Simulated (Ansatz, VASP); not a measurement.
## Cross-check of ZnCu2SnSe4 between VASP and Ansatz

Aim: how closely do two programs agree when they are given the same cell, functional and k mesh?

Main program and level: Ansatz 0.2.0; plane waves, with VASP 6.6.1 beside it; band structure at PBE.

**1. Set-up**

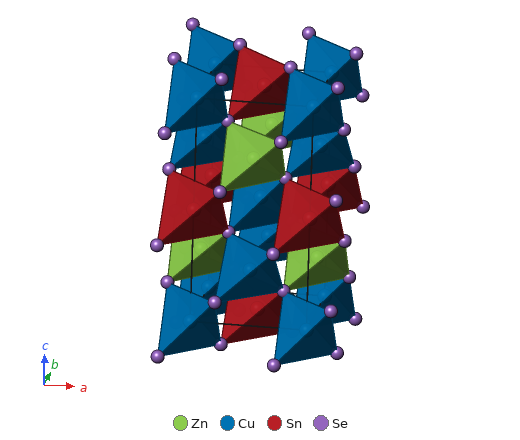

The starting structure, seen slightly off an axis (zinc green, copper blue, tin red, selenium purple). This picture shows the conventional cell, with its axes. Some periodic images of atoms are drawn too.

Coordinates:

```
Zn Cu Sn Se
1.0
    -2.88564    2.88564    5.73983
     2.88564   -2.88564    5.73983
     2.88564    2.88564   -5.73983
Zn Cu Sn Se
1 2 1 4
Direct
  0.75000 0.25000 0.50000
  0.25000 0.75000 0.50000
  0.00000 0.00000 0.00000
  0.50000 0.50000 0.00000
  0.62975 0.63653 0.52625
  0.11029 0.10351 0.47375
  0.89649 0.37025 0.00678
  0.36347 0.88971 0.99322
```

**2. VASP: band structure, PBE**

The same path points are solved in both programs, so levels can be compared one by one.

Lines of VASP's logs that name or quote its potential files are left out, and so is its time.

Contents of INCAR:

```
SYSTEM = ZnCu2SnSe4
PREC = Accurate
ENCUT = 440
EDIFF = 1E-08
NELM = 100
ISMEAR = 0
SIGMA = 0.01
LREAL = .FALSE.
ALGO = Normal
GGA = PE
NBANDS = 44
LORBIT = 11
LWAVE = .TRUE.
LCHARG = .FALSE.
KPAR = 8
```

Contents of POSCAR:

```
ZnCu2SnSe4
1.0
   -2.8856370000      2.8856370000      5.7398310000
    2.8856370000     -2.8856370000      5.7398310000
    2.8856370000      2.8856370000     -5.7398310000
Zn Cu Sn Se
1 2 1 4
Direct
    0.7500000000      0.2500000000      0.5000000000
    0.2500000000      0.7500000000      0.5000000000
    0.0000000000      0.0000000000      0.0000000000
    0.5000000000      0.5000000000      0.0000000000
    0.6297540000      0.6365340000      0.5262470000
    0.1102870000      0.1035070000      0.4737530000
    0.8964930000      0.3702460000      0.0067800000
    0.3634660000      0.8897130000      0.9932200000
```

Contents of KPOINTS:

```
Automatic mesh
0
Gamma
4 4 4
0 0 0
```

Contents of KPOINTS_OPT:

```
Line mode
8
Line-mode
Reciprocal
  0.00000000   0.00000000   0.00000000 GAMMA
  0.00000000   0.00000000   0.50000000 X

  0.00000000   0.00000000   0.50000000 X
 -0.12637326   0.12637326   0.50000000 Y

 -0.12637326   0.12637326   0.50000000 Y
 -0.31318663   0.31318663   0.31318663 S

 -0.31318663   0.31318663   0.31318663 S
  0.00000000   0.00000000   0.00000000 GAMMA

  0.00000000   0.00000000   0.00000000 GAMMA
  0.50000000   0.50000000  -0.50000000 Z

  0.50000000   0.50000000  -0.50000000 Z
  0.31318663   0.68681337  -0.31318663 S1

  0.31318663   0.68681337  -0.31318663 S1
  0.00000000   0.50000000   0.00000000 N

  0.00000000   0.50000000   0.00000000 N
  0.25000000   0.25000000   0.25000000 P

  0.25000000   0.25000000   0.25000000 P
  0.50000000   0.50000000  -0.12637326 Y1

  0.50000000   0.50000000  -0.12637326 Y1
  0.50000000   0.50000000  -0.50000000 Z

  0.00000000   0.00000000   0.50000000 X
  0.25000000   0.25000000   0.25000000 P
```

The projector-augmented-wave data sets are Zn_GW, Cu_GW, Sn_d_GW and Se_GW (PBE family, release 64).

On the command line:

```
mpirun -np 16 vasp_std
```

Numbers of over 12 decimals in the logs are rounded to 6 here.

Log:

```text
[banner, memory and clock lines left out]
running   16 mpi-ranks, on    1 nodes
 distrk:  each k-point on    2 cores,    8 groups
 distr:  one band on    1 cores,    2 groups

 POSCAR found type information on POSCAR ZnCuSnSe
 POSCAR found :  4 types and       8 ions
|                                                                             |
|           W    W    AA    RRRRR   N    N  II  N    N   GGGG   !!!           |
|           W    W   A  A   R    R  NN   N  II  NN   N  G    G  !!!           |
|           W    W  A    A  R    R  N N  N  II  N N  N  G       !!!           |
|           W WW W  AAAAAA  RRRRR   N  N N  II  N  N N  G  GGG   !            |
|           WW  WW  A    A  R   R   N   NN  II  N   NN  G    G                |
|           W    W  A    A  R    R  N    N  II  N    N   GGGG   !!!           |
|                                                                             |
|     For optimal performance we recommend to set                             |
|       NCORE = 2 up to number-of-cores-per-socket                            |
|     NCORE specifies how many cores store one orbital (NPAR=cpu/NCORE).      |
|     This setting can greatly improve the performance of VASP for DFT.       |
|     The default, NCORE=1 might be grossly inefficient on modern             |
|     multi-core architectures or massively parallel machines. Do your        |
|     Unfortunately you need to use the default for GW and RPA                |
|     calculations (for HF NCORE is supported but not extensively tested      |
|     yet).                                                                   |
|                                                                             |

 LDA part: xc-table for (Slater+PW92), standard interpolation
 POSCAR, INCAR and KPOINTS ok, starting setup
 FFT: planning ... GRIDC
 FFT: planning ... GRID_SOFT
 FFT: planning ... GRID
 WAVECAR not read
 entering main loop
       N       E                     dE             d eps       ncg     rms          rms(c)
DAV:   1     0.670446994341E+03    0.67045E+03   -0.26792E+04  1860   0.606E+03
DAV:   2     0.772893378870E+02   -0.59316E+03   -0.57119E+03  2008   0.115E+03
DAV:   3    -0.237774407155E+02   -0.10107E+03   -0.98276E+02  2352   0.251E+02
DAV:   4    -0.309681363011E+02   -0.71907E+01   -0.70647E+01  2240   0.561E+01
DAV:   5    -0.313509197811E+02   -0.38278E+00   -0.37785E+00  2024   0.135E+01    0.112E+01
DAV:   6    -0.316270743428E+02   -0.27615E+00   -0.33484E+01  2288   0.794E+01    0.201E+01
DAV:   7    -0.298662086376E+02    0.17609E+01   -0.60825E+00  1984   0.414E+01    0.717E+00
DAV:   8    -0.296710133278E+02    0.19520E+00   -0.47193E+00  2336   0.292E+01    0.298E+00
DAV:   9    -0.296128088235E+02    0.58205E-01   -0.58851E-01  1844   0.847E+00    0.950E-01
DAV:  10    -0.296168735806E+02   -0.40648E-02   -0.11792E-01  2276   0.456E+00    0.444E-01
DAV:  11    -0.296169593953E+02   -0.85815E-04   -0.17202E-02  1640   0.242E+00    0.178E-01
DAV:  12    -0.296171621778E+02   -0.20278E-03   -0.38738E-03  2400   0.820E-01    0.669E-02
DAV:  13    -0.296171677083E+02   -0.55304E-05   -0.65045E-04  2064   0.513E-01    0.415E-02
DAV:  14    -0.296171728688E+02   -0.51605E-05   -0.15100E-04  2152   0.239E-01    0.987E-03
DAV:  15    -0.296171834427E+02   -0.10574E-04   -0.43096E-05  1572   0.516E-02    0.108E-02
DAV:  16    -0.296171843293E+02   -0.88662E-06   -0.13408E-05  2112   0.690E-02    0.432E-03
DAV:  17    -0.296171846052E+02   -0.27591E-06   -0.16737E-06  1844   0.192E-02    0.259E-03
DAV:  18    -0.296171847548E+02   -0.14953E-06   -0.84359E-07  1872   0.107E-02    0.789E-04
DAV:  19    -0.296171848007E+02   -0.45961E-07   -0.12029E-07  1920   0.432E-03    0.268E-04
DAV:  20    -0.296171848166E+02   -0.15822E-07   -0.12893E-08  1040   0.140E-03    0.100E-04
DAV:  21    -0.296171848417E+02   -0.25091E-07   -0.30769E-09   840   0.117E-03    0.570E-05
DAV:  22    -0.296171848419E+02   -0.21373E-09   -0.18690E-09   824   0.952E-04
   1 F= -.29617185E+02 E0= -.29617184E+02  d E =-.172419E-05
 Start KPOINTS_OPT (optional k-point list driver)
k-point batch [1-14\88]
       N       E                     dE             ncg
DAV:   1     0.583245531134E+04   -0.11113E+05     1848
DAV:   2    -0.254206767668E+04   -0.83745E+04     2024
DAV:   3    -0.394888403564E+04   -0.14068E+04     2208
DAV:   4    -0.405001020158E+04   -0.10113E+03     2280
DAV:   5    -0.405502994069E+04   -0.50197E+01     1976
DAV:   6    -0.405542131801E+04   -0.39138E+00     2240
DAV:   7    -0.405544083787E+04   -0.19520E-01     1872
DAV:   8    -0.405544228471E+04   -0.14468E-02     2192
DAV:   9    -0.405544237934E+04   -0.94633E-04     1864
DAV:  10    -0.405544238706E+04   -0.77208E-05     2104
DAV:  11    -0.405544238767E+04   -0.60873E-06     1408
DAV:  12    -0.405544238772E+04   -0.48283E-07     1144
DAV:  13    -0.405544238772E+04   -0.30241E-08     1056
[...]
k-point batch [85-88\88]
       N       E                     dE             ncg
DAV:   1     0.157277025175E+05   -0.48885E+04      520
DAV:   2     0.133273617263E+05   -0.24003E+04      568
DAV:   3     0.128901120544E+05   -0.43725E+03      632
DAV:   4     0.128537380596E+05   -0.36374E+02      680
DAV:   5     0.128524981516E+05   -0.12399E+01      536
DAV:   6     0.128523934630E+05   -0.10469E+00      672
DAV:   7     0.128523892523E+05   -0.42106E-02      496
DAV:   8     0.128523889178E+05   -0.33454E-03      680
DAV:   9     0.128523889026E+05   -0.15199E-04      512
DAV:  10     0.128523889014E+05   -0.11414E-05      616
DAV:  11     0.128523889013E+05   -0.96525E-07      368
DAV:  12     0.128523889013E+05   -0.41055E-08      288
 writing wavefunctions
```

Parts of OUTCAR (step 2):

```text
ion  position               nearest neighbor table
   1  0.750  0.250  0.500-   7 2.49   5 2.49   6 2.49   8 2.49
   2  0.250  0.750  0.500-   5 2.44   6 2.44   8 2.44   7 2.44
   3  0.000  0.000  0.000-   5 2.44   6 2.44   7 2.44   8 2.44
   4  0.500  0.500  0.000-   5 2.62   8 2.62   7 2.62   6 2.62
   5  0.630  0.637  0.526-   2 2.44   3 2.44   1 2.49   4 2.62
   6  0.110  0.104  0.474-   2 2.44   3 2.44   1 2.49   4 2.62
   7  0.896  0.370  0.007-   2 2.44   3 2.44   1 2.49   4 2.62
   8  0.363  0.890  0.993-   2 2.44   3 2.44   1 2.49   4 2.62

  LATTYP: Found a body centered tetragonal cell.
 ALAT       =     5.7712740000
 C/A-ratio  =     1.9891036191

 Subroutine GETGRP returns: Found  4 space group operations
 (whereof  4 operations were pure point group operations)

The static configuration has the point symmetry S_4 .

 Found     14 irreducible k-points:

   k-points           NKPTS =     14   k-points in BZ     NKDIM =     14   number of bands    NBANDS=     44

   dimension x,y,z NGX =    48 NGY =   48 NGZ =   48
   dimension x,y,z NGXF=    96 NGYF=   96 NGZF=   96

   ENCUT  =  440.0 eV  32.34 Ry    5.69 a.u.  12.05 12.05 12.05*2*pi/ulx,y,z

   NELECT =      72.0000    total number of electrons

 k-points in reciprocal lattice and weights: Automatic mesh
   0.00000000  0.00000000  0.00000000       0.016
   0.25000000  0.00000000  0.00000000       0.125
   0.50000000  0.00000000  0.00000000       0.062
   0.25000000  0.25000000  0.00000000       0.125
   0.50000000  0.25000000  0.00000000       0.125
   0.50000000 -0.25000000 -0.25000000       0.125
  -0.25000000  0.25000000  0.00000000       0.062
   0.50000000  0.50000000  0.00000000       0.031
   0.25000000  0.25000000  0.25000000       0.031
[...]
-0.25000000 -0.25000000  0.25000000       0.031
   0.50000000  0.50000000  0.50000000       0.016

 average (electrostatic) potential at core
       1 -65.5123       2 -55.4866       3 -55.5146       4 -78.2587       5 -55.3657
       6 -55.3657       7 -55.3657       8 -55.3657

 E-fermi :   3.2360

 k-point     1 :       0.0000    0.0000    0.0000
  band No.  band energies     occupation
    ...
     32       1.6412      2.00000
     33       1.7660      2.00000
     34       2.9514      2.00000
     35       3.2130      1.99886
     36       3.2130      1.99886
     37       3.2576      0.00228
     38       4.9969      0.00000
     39       5.5063      0.00000
     40       6.6336      0.00000
     41       6.6336      0.00000
    ...

 k-point     2 :       0.2500    0.0000    0.0000
  band No.  band energies     occupation
    ...
     32       1.7562      2.00000
     33       1.8936      2.00000
     34       2.1900      2.00000
     35       2.7454      2.00000
     36       3.0255      2.00000
     37       4.1688      0.00000
     38       5.7737      0.00000
     39       5.8416      0.00000
     40       6.2683      0.00000
     41       6.4773      0.00000
    ...

 k-point     3 :       0.5000    0.0000    0.0000
  band No.  band energies     occupation
    ...
     32       1.8657      2.00000
     33       2.0487      2.00000
     34       2.1215      2.00000
     35       2.1960      2.00000
     36       2.7052      2.00000
     37       4.5053      0.00000
     38       6.0069      0.00000
     39       6.1235      0.00000
     40       7.0185      0.00000
     41       7.0884      0.00000
    ...

  Total       -0.0621959     -0.0621959      0.0161374      0.0000000      0.0000000     -0.0000000
  in kB       -0.5212305     -0.5212305      0.1352386      0.0000003      0.0000000     -0.0000000
  external PRESSURE =      -0.3024075 kB  Pullay stress =       0.0000000 kB

  energy-cutoff  :      440.00
  volume of cell :      191.18
      direct lattice vectors                 reciprocal lattice vectors
    -2.885637000  2.885637000  5.739831000     0.000000000  0.173271967  0.087110579
     2.885637000 -2.885637000  5.739831000     0.173271967  0.000000000  0.087110579
     2.885637000  2.885637000 -5.739831000     0.173271967  0.173271967  0.000000000

 POSITION                                       TOTAL-FORCE (eV/Angst)
 -----------------------------------------------------------------------------------
     -0.00000      2.88564      2.86992        -0.000000     -0.000000      0.000000
      2.88564     -0.00000      2.86992        -0.000000     -0.000000      0.000000
      0.00000      0.00000      0.00000         0.000000     -0.000000     -0.000000
      0.00000      0.00000      5.73983        -0.000000     -0.000000     -0.000000
      1.53812      1.49899      4.24771         0.095544     -0.010442     -0.023118
      1.34751      1.38664     -1.49212        -0.095544      0.010442     -0.023118
     -1.49899      1.53812      7.23195         0.010442      0.095544      0.023118
      4.38463      1.34751      1.49212        -0.010442     -0.095544      0.023118
 -----------------------------------------------------------------------------------
    total drift:                                0.000041      0.000042      0.000035

  FREE ENERGIE OF THE ION-ELECTRON SYSTEM (eV)
  ---------------------------------------------------
  free  energy   TOTEN  =       -29.6171848419 eV

  energy  without entropy=      -29.6171831177  energy(sigma->0) =      -29.61718398

 total charge
# of ion       s       p       d       f       tot
--------------------------------------------------
    1        0.521   0.407   9.763   0.000  10.691
    2        0.358   0.316   9.185   0.005   9.863
    3        0.358   0.313   9.184   0.005   9.861
    4        1.130   0.953  10.067   0.027  12.176
    5        1.443   2.309   0.043   0.000   3.795
    6        1.443   2.309   0.043   0.000   3.795
    7        1.443   2.309   0.043   0.000   3.795
    8        1.443   2.309   0.043   0.000   3.795
--------------------------------------------------
tot          8.139  11.226  38.369   0.036  57.770

[... 3 further parts left out ...]
```

The run ends at a pressure of -0.03 GPa, with forces up to 0.099 eV/Å.

(Part 1 of 2 ends here.)

[Lines on the potential files, build, host, timing and source positions are cut from VASP's logs without a mark.]

[Logs are printed without paths, hosts, clocks, repeated set-up lines and the standing remarks that a program may print on its own settings, such as how far it seeks lower states.]

[Hosts, paths, dates, database ids (printed as entryN), source tags and the programs' standing remarks are cut or masked in the printed files.]
